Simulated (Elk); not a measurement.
## How TiTe2 absorbs and reflects light

Aim: the dielectric function of TiTe2, and the optical constants that follow from it.

Program: Elk 11.2.3 (patched build). Level of theory: DFT, PBE, all-electron APW+lo, Dirac cores, scalar-relativistic bands, independent-particle optical response without local fields. Results are calculated unless marked as measured.

### 1. The structure

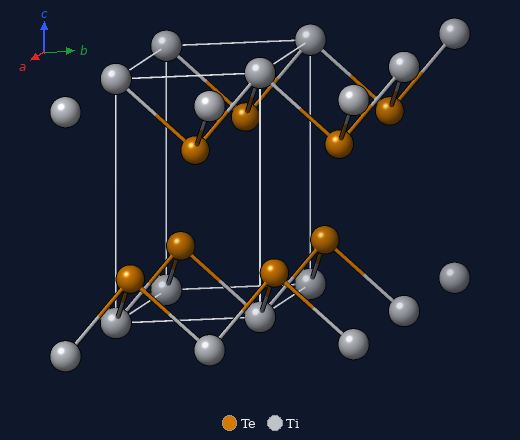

The starting structure, seen slightly off an axis (tellurium orange, titanium light grey). 2×2×1 cells are drawn. Bonds to atoms that aren't drawn are left out. Some periodic images of atoms are drawn too.

Coordinates:

```cif
data_structure
_symmetry_space_group_name_H-M 'P 1'
_symmetry_Int_Tables_number 1
_cell_length_a 3.7770
_cell_length_b 3.7770
_cell_length_c 6.4980
_cell_angle_alpha 90.000
_cell_angle_beta 90.000
_cell_angle_gamma 120.000
_cell_volume 80.28
loop_
_atom_site_label
_atom_site_type_symbol
_atom_site_fract_x
_atom_site_fract_y
_atom_site_fract_z
_atom_site_occupancy
Te1 Te 0.33333 0.66667 0.73720 1
Te2 Te 0.66667 0.33333 0.26280 1
Ti3 Ti 0.00000 0.00000 0.00000 1
```

### 2. Ground state

The self-consistent density comes first; it also tells whether there is a gap, which decides the occupations and the need for a Drude term.

This step: DFT, PBE, all-electron APW+lo, Dirac cores, scalar-relativistic bands, ground state (Elk 11.2.3 (patched build)).

Input file elk.in:

```
tasks
  0
  120

xctype
  20

nempty
  14

lorbcnd
  .true.

rgkmax
  7.0

swidth
  0.0018375

maxscl
  100

epsengy
  1e-05

sppath
  './'

avec
  7.137495572718 0.000000000000 0.000000000000
  -3.568747786359 6.181252485373 0.000000000000
  0.000000000000 0.000000000000 12.279440357818

atoms
  2
  'Te.in'
  2
  0.333333333333 0.666666666667 0.737200000000   0.000 0.000 0.000
  0.666666666667 0.333333333333 0.262800000000   0.000 0.000 0.000
  'Ti.in'
  1
  0.000000000000 0.000000000000 0.000000000000   0.000 0.000 0.000

ngridk
  10 10 5
```

Command:

```bash
$ OMP_NUM_THREADS=4 elk
```

Numbers of over 12 decimals in the logs are rounded to 6 here.

The log of the run:

```text
┌─────────────────────────┐
│ Elk code version 11.2.3 │
└─────────────────────────┘

All units are atomic (Hartree, Bohr, etc.)

┌─────────────────────────────────────────────────┐
│ Ground-state run starting from atomic densities │
└─────────────────────────────────────────────────┘

Lattice vectors :
   7.137495573       0.000000000       0.000000000
  -3.568747786       6.181252485       0.000000000
   0.000000000       0.000000000       12.27944036

Reciprocal lattice vectors :
  0.8803067187      0.5082453210      -0.000000000
   0.000000000       1.016490642       0.000000000
   0.000000000      -0.000000000      0.5116833605

Unit cell volume      :    541.7524817
Brillouin zone volume :   0.4578663168

Muffin-tin inner radius fraction :   0.1000000000E-01

Nuclei treated as point charges

Species : 1 (Te)
 parameters loaded from : Te.in
 name : tellurium
 nuclear charge    :   -52.00000000
 electronic charge :    52.00000000
 atomic mass :    232600.5708
 muffin-tin radius :    2.600000000
 number of radial points in muffin-tin :   1193
 inner part over the whole radius :   0.9992174838E-02
 number on inner part of muffin-tin    :    851
 approximate nuclear radius :   0.8944870508E-04
 number of mesh points to nuclear radius :    430
 atomic positions (lattice), magnetic fields (Cartesian) :
  1 :   0.33333333 -0.33333333 -0.26280000    0.00000000  0.00000000  0.00000000
  2 :  -0.33333333  0.33333333  0.26280000    0.00000000  0.00000000  0.00000000

Species : 2 (Ti)
 parameters loaded from : Ti.in
 name : titanium
 nuclear charge    :   -22.00000000
 electronic charge :    22.00000000
 atomic mass :    87256.20317
 muffin-tin radius :    2.400000000
 number of radial points in muffin-tin :    993
 inner part over the whole radius :   0.9985722337E-02
 number on inner part of muffin-tin    :    699
 approximate nuclear radius :   0.6805665174E-04
 number of mesh points to nuclear radius :    325
 atomic positions (lattice), magnetic fields (Cartesian) :
  1 :   0.00000000  0.00000000  0.00000000    0.00000000  0.00000000  0.00000000

Total number of atoms per unit cell :    3
Total muffin-tin volume :    205.1501891
 ratio of muffin-tin to unit cell volume :   0.3786788173

Spin treatment :
 spin-unpolarised

Number of Bravais lattice symmetries :   24
Number of crystal symmetries         :   12
Crystal has inversion symmetry
Real symmetric eigensolver will be used

k-point grid :     10    10     5
k-point offset :    0.000000000       0.000000000       0.000000000
k-point set is reduced with full crystal symmetry group
Total number of k-points :       58

Muffin-tin radius times maximum |G+k| :    7.000000000
 using average radius
Maximum |G+k| for APW functions       :    2.763157895
Maximum (1/2)|G+k|²                   :    3.817520776
Maximum |G| for potential and density :    12.00000000
Constant for pseudocharge density :    8
 order of it for each species :   15  15
 order of it for pair densities of each species (exact exchange by exxq0 0: 15) :   10   8
Radial integration step length :    1

G-vector grid sizes :     28    28    48
Number of G-vectors :    15785

Maximum angular momentum used for
 APW functions            :    8
 outer part of muffin-tin :    6
 inner part of muffin-tin :    2

Total nuclear charge    :   -126.0000000
Total core charge       :    82.00000000
Total valence charge    :    44.00000000
Total excess charge     :    0.000000000
Total electronic charge :    126.0000000

Effective Wigner radius, rₛ :    1.008743118

Number of empty states         :     42
Total number of valence states :     65
Total number of core states    :     82

Conduction state local-orbitals added automatically
Third-order local-orbitals added for an l without core states : F
Total number of local-orbitals :    190

Exchange-correlation functional :     20     0     0
 Perdew-Burke-Ernzerhof, Phys. Rev. Lett. 77, 3865 (1996)
 gradient requirement :    1
 generalised gradient approximation (GGA)

Smearing type :    3
 Fermi-Dirac
Smearing width :   0.1837500000E-02
Effective electronic temperature (K) :    580.2366081

Mixing type :    3
 Broyden mixing, J. Phys. A: Math. Gen. 17, L317 (1984)

Kohn-Sham potential initialised from atomic data

┌──────────────────────────────┐
│ Self-consistent loop started │
└──────────────────────────────┘

┌─────────────────┐
│ Loop number : 1 │
└─────────────────┘

Energies :
 Fermi                       :     0.107168
 sum of occupied eigenvalues :     -8767.8660692969
 electron kinetic            :      15236.029479135
 core electron kinetic       :      14834.075714460
 Coulomb                     :     -29290.148893881
 Coulomb potential           :     -23478.883037948
 nuclear-nuclear             :     -1417.5464801566
 electron-nuclear            :     -32293.301889901
 Hartree                     :      4420.6994761768
 Madelung                    :     -17550.707374907
 xc potential                :     -525.01251048472
 exchange                    :     -387.88416612845
 correlation                 :     -6.601675
 electron entropic           :    -0.42850053369093E-03
 total energy                :     -14448.605683940

Density of states at Fermi energy :    40.16530670
 (states/Hartree/unit cell)

Estimated indirect band gap :   0.6790931372E-03
 from k-point 38 to k-point 3
Estimated direct band gap   :   0.1264743792E-01
 at k-point 2

Charges :
 core                        :    82.00000000
 valence                     :    44.00000000
 interstitial                :    5.850187187
 muffin-tins (core leakage)
  species : 1 (Te)
   atom 1                    :    49.88214249     (  0.4108585886E-03)
   atom 2                    :    49.88214249     (  0.4108585886E-03)
  species : 2 (Ti)
   atom 1                    :    20.38552783     ( -0.2204188050E-06)
 total in muffin-tins        :    120.1498128
 total calculated charge     :    125.9981762
 total charge                :    126.0000000
 error                       :   0.1823841490E-02

┌─────────────────┐
│ Loop number : 2 │
└─────────────────┘

Energies :
 Fermi                       :     0.108654
 sum of occupied eigenvalues :     -8767.7655481870
 electron kinetic            :      15236.068001636
 core electron kinetic       :      14834.064588085
 Coulomb                     :     -29290.174498979
 Coulomb potential           :     -23478.871980081
 nuclear-nuclear             :     -1417.5464801566
 electron-nuclear            :     -32293.357212715
 Hartree                     :      4420.7291938923
 Madelung                    :     -17550.738508939
 xc potential                :     -524.96156974258
 exchange                    :     -387.88209083961
 correlation                 :     -6.601524
 electron entropic           :    -0.42628990377917E-03
 total energy                :     -14448.590538618

Density of states at Fermi energy :    39.97252049
 (states/Hartree/unit cell)

Estimated indirect band gap :   0.5534817764E-03
 from k-point 3 to k-point 40
Estimated direct band gap   :   0.1070465605E-01
 at k-point 3

Charges :
 core                        :    82.00000000
 valence                     :    44.00000000
 interstitial                :    5.851359593
 muffin-tins (core leakage)
  species : 1 (Te)
   atom 1                    :    49.88957774     (  0.4106661076E-03)
   atom 2                    :    49.88957774     (  0.4106661076E-03)
  species : 2 (Ti)
   atom 1                    :    20.36948493     ( -0.2204189880E-06)
 total in muffin-tins        :    120.1486404
 total calculated charge     :    125.9981770
 total charge                :    126.0000000
 error                       :   0.1822985440E-02

RMS change in Kohn-Sham potential (target) :   0.1957870257     (  0.1000000000E-05)
Absolute change in total energy (target)   :   0.1514532128E-01 (  0.1000000000E-04)

[... 15 loops left out ...]

┌──────────────────┐
│ Loop number : 18 │
└──────────────────┘

Energies :
 Fermi                       :     0.231024
 sum of occupied eigenvalues :     -8753.8375816768
 electron kinetic            :      15237.817974791
 core electron kinetic       :      14833.231113138
 Coulomb                     :     -29290.945019636
 Coulomb potential           :     -23477.009166043
 nuclear-nuclear             :     -1417.5464801566
 electron-nuclear            :     -32296.583614596
 Hartree                     :      4423.1850751167
 Madelung                    :     -17552.440436614
 xc potential                :     -514.64639042512
 exchange                    :     -387.97365076583
 correlation                 :     -6.598101
 electron entropic           :    -0.40871039269391E-03
 total energy                :     -14447.699205651

Density of states at Fermi energy :    37.65743765
 (states/Hartree/unit cell)

Estimated indirect band gap :   0.1173990881E-02
 from k-point 38 to k-point 5
Estimated direct band gap   :   0.1389202237E-01
 at k-point 2

Charges :
 core                        :    82.00000000
 valence                     :    44.00000000
 interstitial                :    5.719260398
 muffin-tins (core leakage)
  species : 1 (Te)
   atom 1                    :    50.00922890     (  0.4021432398E-03)
   atom 2                    :    50.00922890     (  0.4021432398E-03)
  species : 2 (Ti)
   atom 1                    :    20.26228180     ( -0.2204308220E-06)
 total in muffin-tins        :    120.2807396
 total calculated charge     :    125.9982044
 total charge                :    126.0000000
 error                       :   0.1795556961E-02

RMS change in Kohn-Sham potential (target) :   0.8212987061E-07 (  0.1000000000E-05)
Absolute change in total energy (target)   :   0.1469306881E-06 (  0.1000000000E-04)

Convergence targets achieved

┌──────────────────┐
│ Loop number : 19 │
└──────────────────┘

Energies :
 Fermi                       :     0.231024
 sum of occupied eigenvalues :     -8753.8375798766
 electron kinetic            :      15237.817976455
 core electron kinetic       :      14833.231114519
 Coulomb                     :     -29290.945019925
 Coulomb potential           :     -23477.009166324
 nuclear-nuclear             :     -1417.5464801566
 electron-nuclear            :     -32296.583614706
 Hartree                     :      4423.1850749376
 Madelung                    :     -17552.440436763
 xc potential                :     -514.64639000755
 exchange                    :     -387.97365070310
 correlation                 :     -6.598101
 electron entropic           :    -0.40871036781001E-03
 total energy                :     -14447.699204212

Density of states at Fermi energy :    37.65743595
 (states/Hartree/unit cell)

Estimated indirect band gap :   0.1173991136E-02
 from k-point 38 to k-point 5
Estimated direct band gap   :   0.1389202537E-01
 at k-point 2

Charges :
 core                        :    82.00000000
 valence                     :    44.00000000
 interstitial                :    5.719260439
 muffin-tins (core leakage)
  species : 1 (Te)
   atom 1                    :    50.00922899     (  0.4021432380E-03)
   atom 2                    :    50.00922899     (  0.4021432380E-03)
  species : 2 (Ti)
   atom 1                    :    20.26228158     ( -0.2204306533E-06)
 total in muffin-tins        :    120.2807396
 total calculated charge     :    125.9982044
 total charge                :    126.0000000
 error                       :   0.1795556958E-02

┌──────────────────────────────┐
│ Self-consistent loop stopped │
└──────────────────────────────┘

Warning : core states of species 1 leak from the muffin-tin :   0.4021432380E-03

Wrote STATE.OUT
```

Wall time 24 s (4 threads of Arm Neoverse V2, shared host); peak memory 0.16 GiB.

This step gave:

- total energy: -14448 Ha
- Fermi energy: 6.286 eV
- DOS at the Fermi level: 1.384 states/eV/cell

There are states at the Fermi level within the smearing, so the occupations stay smeared and the carriers get a Drude term.

### 3. Independent particles

The spectrum is a sum over vertical transitions between filled and empty bands at the fixed density, so many empty bands are needed.

This step: DFT, PBE, all-electron APW+lo, Dirac cores, scalar-relativistic bands, independent-particle optical response without local fields (Elk 11.2.3 (patched build)).

Changes to elk.in since step 2:

```diff
@@ -1,4 +1,10 @@
 tasks
-  0
-  120
+  121
+
+optcomp
+  1 1
+  3 3
+
+intraband
+  .true.
 
@@ -17,9 +23,7 @@
 swidth
-  0.0018375
+  0.0055124
 
-maxscl
-  100
-
-epsengy
-  1e-05
+wplot
+  400 100 0
+  0.0 0.80849
```

Command:

```bash
$ OMP_NUM_THREADS=4 elk
```

The log of the run:

```text
┌─────────────────────────────────┐
│ Elk code version 11.2.3 started │
└─────────────────────────────────┘

Info(readinput): the functional depends on the density's gradient
 muffin-tin radial points multiplied by    2.00000
 (not where nrmtscf is given)

┌────────────────────┐
│ Current task : 121 │
└────────────────────┘

Info(dielectric):
 dielectric tensor written to EPSILON_ij.OUT
 optical conductivity written to SIGMA_ij.OUT
 plasma frequency written to PLASMA_ij.OUT
 for components
  i = 1, j = 1
  i = 3, j = 3

┌──────────────────┐
│ Elk code stopped │
└──────────────────┘
```

It took 3.3 s on 4 threads; peak memory 0.04 GiB; 13 s of CPU time.

Read-outs, printed or worked out from the files:

| Property | Result |
| --- | --- |
| centre of weight of the strongest loss peak in the window | 17.71 eV |
| Drude plasma energy, first axis | 3.004 eV |

The Im ε has structure finer than the step of the table below, so its rows give means over 2 eV, whole bins alone (the curve runs from 0.330 to 21.9 eV). Peaks (eV: height): E ∥ x 0.6: 50.3; E ∥ z 1.3: 13.0, 2.0: 11.3, 3.1: 15.8.

Sum at mesh points, not converged in k. Table of Im ε by photon energy; means over each step:

| photon energy (eV) | E ∥ x | E ∥ z |
| --- | --- | --- |
| 2 | 14.1 | 11.1 |
| 4 | 8.82 | 10.8 |
| 6 | 4.65 | 6.59 |
| 8 | 5.43 | 5.20 |
| 10 | 2.58 | 2.72 |
| 12 | 1.47 | 1.34 |
| 14 | 0.742 | 0.681 |
| 16 | 0.363 | 0.347 |
| 18 | 0.225 | 0.215 |
| 20 | 0.157 | 0.169 |

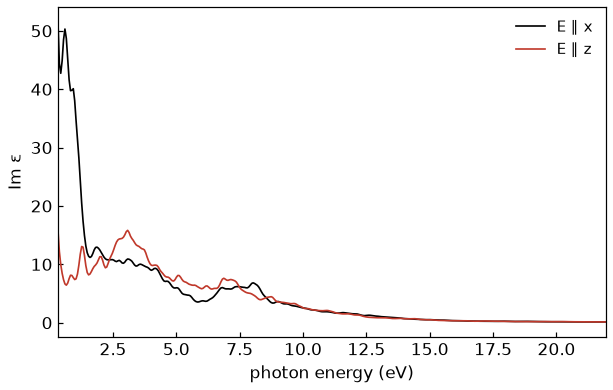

Im ε against photon energy.

Values under 1 per cm are given as 1; sum at mesh points, not converged in k. The absorption coefficient by photon energy:

| photon energy (eV) | E ∥ x (1/cm) | E ∥ z (1/cm) |
| --- | --- | --- |
| 0.99 | 4.6e5 | 95400 |
| 1.98 | 4.7e5 | 3.0e5 |
| 3.03 | 6.3e5 | 6.9e5 |
| 4.02 | 8.5e5 | 8.8e5 |
| 5.01 | 9.5e5 | 9.3e5 |
| 6.00 | 7.5e5 | 1.0e6 |
| 6.99 | 1.1e6 | 1.4e6 |
| 7.98 | 1.5e6 | 1.6e6 |
| 9.02 | 1.6e6 | 1.6e6 |
| 10.01 | 1.6e6 | 1.7e6 |
| 11.00 | 1.5e6 | 1.6e6 |
| 11.99 | 1.5e6 | 1.6e6 |
| 12.98 | 1.5e6 | 1.4e6 |
| 14.03 | 1.4e6 | 1.3e6 |
| 15.02 | 1.2e6 | 1.2e6 |
| 16.01 | 9.7e5 | 9.4e5 |
| 17.00 | 7.1e5 | 7.0e5 |
| 17.99 | 5.4e5 | 5.1e5 |
| 18.98 | 4.1e5 | 3.2e5 |
| 20.02 | 2.9e5 | 2.9e5 |
| 21.01 | 2.2e5 | 2.4e5 |

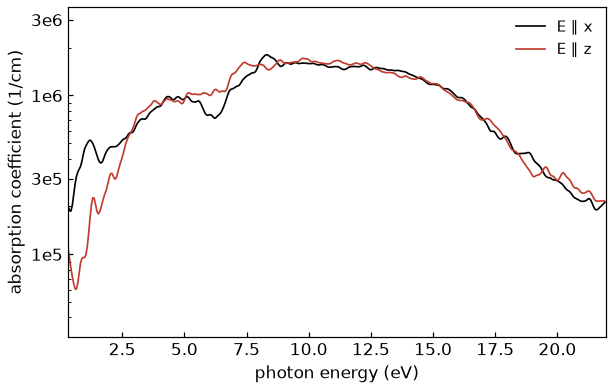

Absorption coefficient, plotted against photon energy.

The loss function −Im 1/ε at q → 0 has structure finer than the step of the table below, so its rows give means over 2 eV, whole bins alone (the curve runs from 0.330 to 21.9 eV). Peaks (eV: height): E ∥ x 17.3: 4.40; E ∥ z 18.0: 4.60.

Sum at mesh points, not converged in k. The loss function −Im 1/ε at q → 0 by energy loss; means over each step:

```
energy loss (eV)   E ∥ x   E ∥ z
               2  0.0753  0.0425
               4   0.115  0.0965
               6   0.208   0.152
               8   0.167   0.173
              10   0.268   0.249
              12   0.416   0.358
              14   0.672   0.708
              16    1.90    1.95
              18    3.63    3.77
              20    1.53    1.48
```

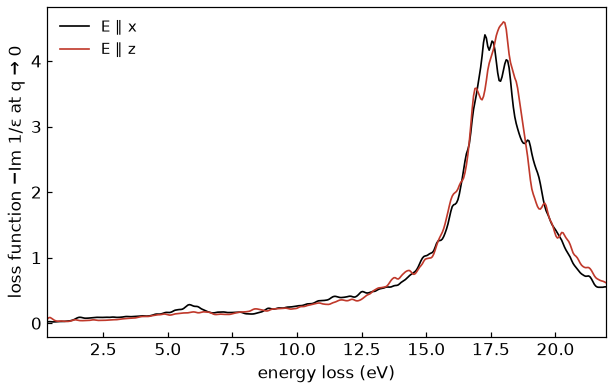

Loss function −Im 1/ε at q → 0, plotted against energy loss.

The reflectivity at normal incidence has structure finer than the step of the table below, so its rows give means over 1 eV, whole bins alone (the curve runs from 0.330 to 21.9 eV). Peaks (eV: height): E ∥ x 8.6: 48.1, 14.0: 48.3; E ∥ z 1.3: 42.4, 3.1: 45.3, 7.5: 44.6, 12.5: 53.2, 15.3: 49.1.

Sum at mesh points, not converged in k. Reflectivity at normal incidence against photon energy; means over each step:

```csv
photon energy (eV),E ∥ x (%),E ∥ z (%)
1,63.1,37.6
2,42.2,38.1
3,39.4,43.5
4,41.1,42.2
5,38.1,36.7
6,25.2,33.1
7,29.6,37.4
8,39.9,42.1
9,43.9,42.0
10,43.6,45.6
11,42.1,45.7
12,41.8,48.4
13,43.6,49.5
14,47.3,45.0
15,45.3,47.4
16,43.3,42.3
17,34.7,34.2
18,21.1,24.2
19,13.8,13.3
20,8.79,8.54
21,5.56,6.10
```

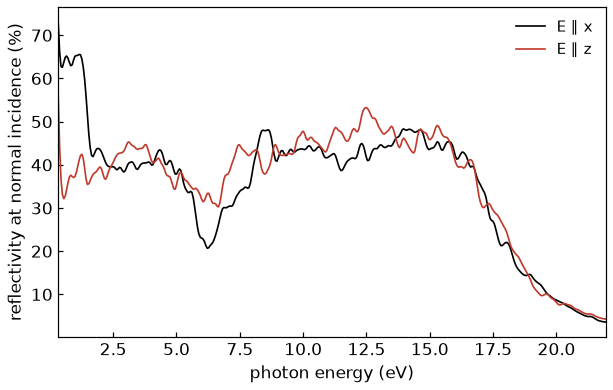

Reflectivity at normal incidence against photon energy.

From ε follow the optical constants at some laser and lamp lines:

| wavelength (nm) | n x | k x | R (%) x | 1/α x | n z | k z | R (%) z | 1/α z |
| --- | --- | --- | --- | --- | --- | --- | --- | --- |
| 1064 | 3.13 | 4.388 | 65.5 | 19 nm | 4.22 | 1.210 | 41.2 | 70 nm |
| 800 | 2.27 | 2.501 | 46.5 | 25 nm | 3.58 | 1.148 | 35.7 | 55 nm |
| 532 | 2.61 | 2.061 | 39.6 | 21 nm | 3.72 | 1.399 | 38.6 | 30 nm |
| 405 | 2.61 | 2.078 | 39.8 | 16 nm | 3.40 | 2.312 | 45.0 | 14 nm |
| 365 | 2.36 | 2.059 | 39.2 | 14 nm | 2.88 | 2.333 | 43.8 | 12 nm |
| 308 | 2.14 | 2.097 | 39.9 | 12 nm | 2.28 | 2.156 | 40.8 | 11 nm |
| 248 | 1.59 | 1.878 | 37.9 | 11 nm | 2.11 | 1.837 | 35.3 | 11 nm |

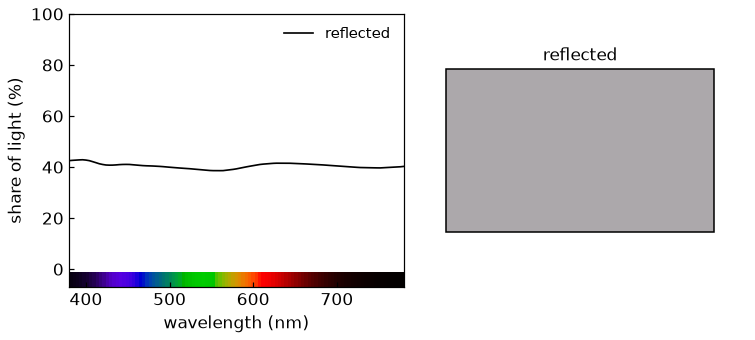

Light reflected across the visible range, with the colour that it makes of daylight (sRGB).

In reflection the computed colour is grey: x = 0.313, y = 0.324, luminous reflectivity 40 %.

### 4. What came out

| Item | Value |
| --- | --- |
| Drude plasma energy, first axis | 3.00 eV |
| centre of weight of the strongest loss peak in the window, first axis | 17.7 eV |

What this shows: At this level (PBE, independent particles) TiTe2 is a metal with a Drude plasma energy of 3.0 eV along x and 1.8 eV along z. The mesh is too coarse to trust the carriers' weight, the reflectivity or the colour to better than tens of per cent. Along x the bare Drude plasma energy is 3.0 eV; Re ε first rises through zero at 0.40 eV, far lower, because interband transitions screen the carriers. Im ε is 44 there, so the loss peak at that energy is weak. In reflection the computed colour is grey: x = 0.313, y = 0.324, luminous reflectivity 40 %. The carriers' damping of 0.15 eV is typed, not computed; at 0.8 eV the carriers give 6 % of Im ε along the first axis; the rest comes from the sum over bands, which at low energy also holds close bands and the noise of the mesh. Spin-orbit coupling is left out although heavy atoms are present. The sum runs over mesh points 0.19 Å⁻¹ apart with no interpolation, so peaks are partly noise of the mesh, and the Drude plasma energy, a sum over the Fermi surface, isn't converged.

[Machine, clock and banner lines and Python warnings are left out of the logs.]

[Logs are printed without paths, hosts, clocks, repeated set-up lines and the standing remarks that a program may print on its own settings, such as how far it seeks lower states.]

[Hosts, paths, dates, database ids (printed as entryN), source tags and the programs' standing remarks are cut or masked in the printed files.]
